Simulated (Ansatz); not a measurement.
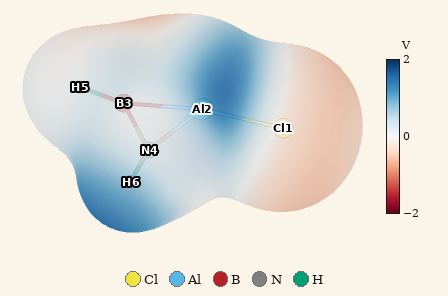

The picture shows: AlBClH2N. The electrostatic potential painted on the density surface at 0.001 e/bohr³, seen at a tilt; red is negative and blue positive.

Theory: Ansatz 0.2.0, UKS B3LYP-D4/6-31G*.

```xyz
6

Cl   -1.3567   -2.7511    0.6233
Al   -0.2960   -1.1318   -0.2186
B     0.6237    0.5731   -0.7432
N    -0.0554    0.5405    0.4850
H     1.2522    1.3908   -1.3388
H    -0.1257    1.3147    1.1462
```

> Where is the surface potential most negative and most positive?

The most negative region (about −0.6 V) lies over H5, the most positive (about +1.5 V) over Al2.
